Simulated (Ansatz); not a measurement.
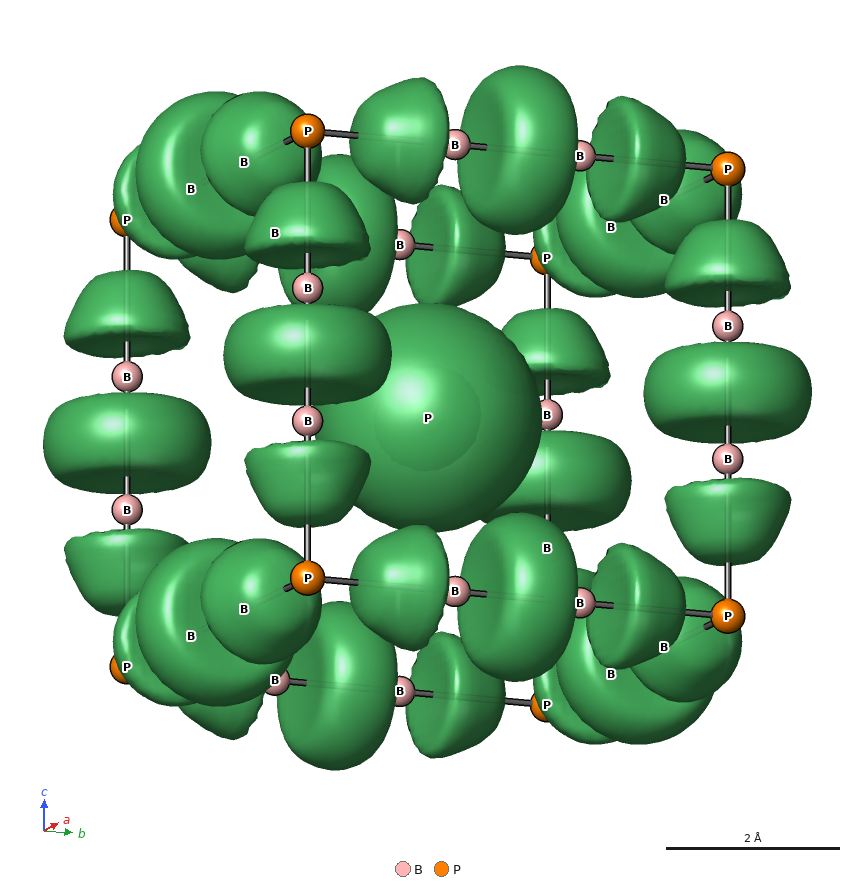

*B$_{3}$P. Isosurface of the electron localisation function at 0.7 (green), seen at an oblique angle. Core shells and regions of very low density are left out. Sticks mark near contacts.*

Space group Pm-3m; a structure generated by program, which may or may not match a known phase.

Theory: DFT PBE, scalar-relativistic, plane waves, PAW in Ansatz 0.2.0.

In a PAW calculation such maps are meaningful between the atoms, not at the nuclei.

Q: Describe the localisation domains.

A: At this value the surface marks out three regions between bonded B–B atoms, six regions between bonded B–P atoms and one region wrapped around P (its valence shell), counted in one cell of 8 atoms. Regions shared between cells count once. Along the contacts the grid gives the following. B–B (1.58 Å): the ELF peaks at about 0.95 between the atoms. B–P (1.86 Å): the ELF peaks at about 0.95 between the atoms.
